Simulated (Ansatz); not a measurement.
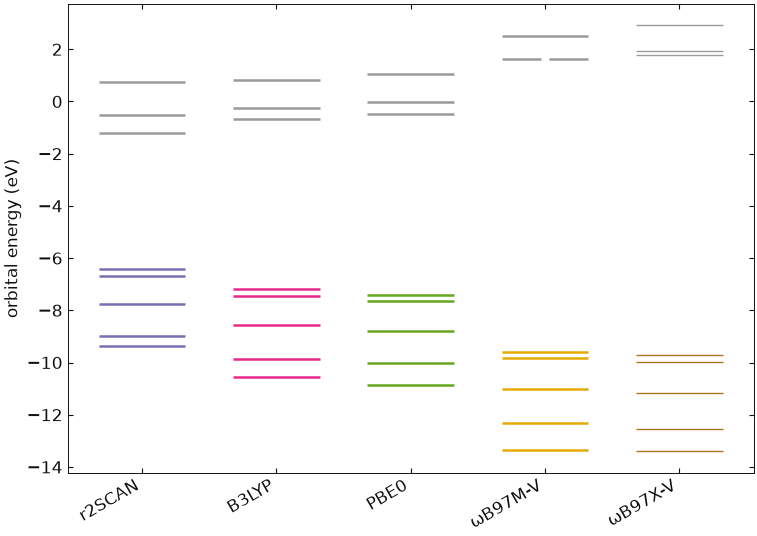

Frontier orbital energies of C₃H₅FSi, SMILES F/C=C1/C[SiH2]1 at one geometry, def2-TZVPP, the Ansatz code 0.2.0, at a PBE0-D4/def2-TZVP geometry (no frequency check). Empty levels are grey, levels within 0.1 eV stand side by side; all columns show the same few orbitals around the gap.

Q: How do the frontier levels move from column to column?

A: The separation grows from 5.21 eV (r2SCAN) to 11.47 eV (ωB97X-V).

| level | HOMO (eV) | LUMO (eV) | separation (eV) |
| --- | --- | --- | --- |
| r2SCAN | −6.43 | −1.22 | 5.21 |
| B3LYP | −7.18 | −0.66 | 6.52 |
| PBE0 | −7.41 | −0.47 | 6.94 |
| ωB97M-V | −9.61 | 1.63 | 11.24 |
| ωB97X-V | −9.70 | 1.77 | 11.47 |

Caveats, for all or some of the runs: empty levels above zero depend strongly on the basis.
